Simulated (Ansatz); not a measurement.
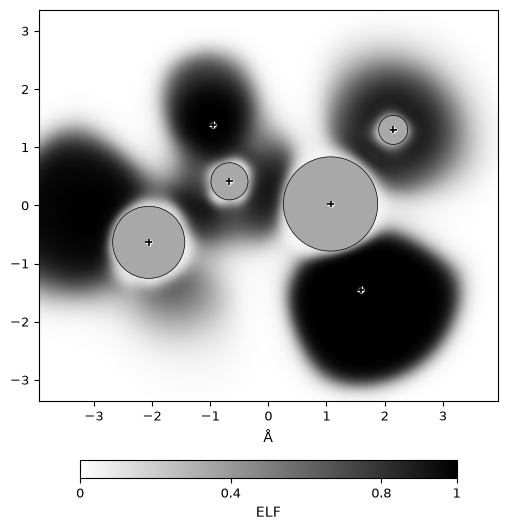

The electron localisation function on a plane through atoms (crosses mark nuclei in the plane; grey discs cover the cores).

The calculation used isolated molecule in a Gaussian basis; Kohn-Sham density functional theory, functional PBE0 in Ansatz 0.2.0.

Candidates:
A. AlFH₄NP (SMILES [F][AlH][NH]P)
B. COS₂ (SMILES O=C=S=S)
C. C₃H₂AlO (SMILES [C-]1=[C]2C[O][Al]12) (charge −1)

> Which system is this?

Candidate A: AlFH₄NP on the plane of atoms Al1, N3 and H6, which holds Al, F, N, P and H. Al–F (1.67 Å): the ELF peaks at about 0.85 in the valence shell of F, 0.6 Å from its nucleus, and is about 0.25 at the midpoint. P–N (1.74 Å): the ELF peaks at about 0.90 between the atoms; a shared but strongly polarised pair.
